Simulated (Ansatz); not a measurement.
## TaC: pressure series

The parent structure is TaC in the rock salt structure (space group Fm-3m, No. 225).

```cif
data_C4Ta4
_chemical_formula_sum 'C4 Ta4'
_space_group_name_H-M_alt 'Fm-3m'
_space_group_IT_number 225
_space_group_name_Hall '-F 4 2 3'
_cell_length_a 4.44004
_cell_length_b 4.44004
_cell_length_c 4.44004
_cell_angle_alpha 90.000
_cell_angle_beta 90.000
_cell_angle_gamma 90.000
loop_
_atom_site_label
_atom_site_type_symbol
_atom_site_symmetry_multiplicity
_atom_site_Wyckoff_symbol
_atom_site_fract_x
_atom_site_fract_y
_atom_site_fract_z
_atom_site_occupancy
C1 C 4 a 0.00000 0.00000 0.00000 1
Ta1 Ta 4 b 0.50000 0.50000 0.50000 1
```
(The calculation used a cell of 2 atoms; values per cell refer to that cell.)

Cell and atoms are relaxed at each pressure.

The values are results of PBEsol/PAW in Ansatz (an electronic-structure program), no spin-orbit coupling, not measurements.

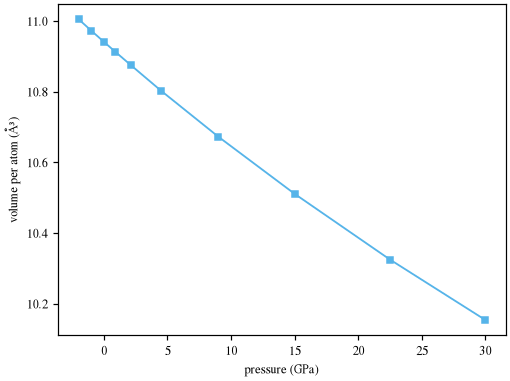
Fig. 1. Volume per atom against pressure

```
pressure (GPa)  volume per atom
--------------  ---------------
-2                     11.01 Å³
-1                     10.97 Å³
0.9                    10.91 Å³
2.1                    10.88 Å³
4.5                    10.80 Å³
9                      10.67 Å³
15                     10.51 Å³
22.5                   10.33 Å³
30                     10.15 Å³
```

Load acts through the strain it causes; cell and atoms are relaxed under it. Whether these cells are dynamically stable was not tested. No other phases were tried under pressure. All final runs are without spin polarisation. An odd electron count without spin: TaC.
